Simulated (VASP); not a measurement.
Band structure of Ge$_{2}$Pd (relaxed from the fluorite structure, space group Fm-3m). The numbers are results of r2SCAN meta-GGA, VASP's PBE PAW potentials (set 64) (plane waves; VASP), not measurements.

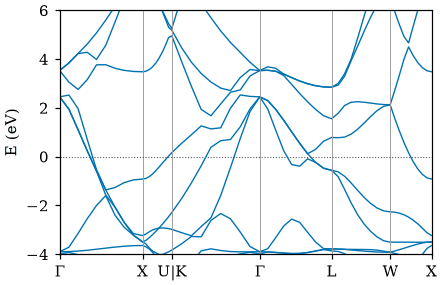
Figure. Bands along high-symmetry lines, zero at the valence-band maximum or, without a gap, the Fermi level

Read the plot: is there a gap, and where are the band edges?

It has no gap at this level: it comes out as a metal or semimetal.

The structure was generated: Ge2Pd was put into the fluorite type (Fm-3m), which need not be its known phase. It was relaxed first, which changed the volume by -5 %.
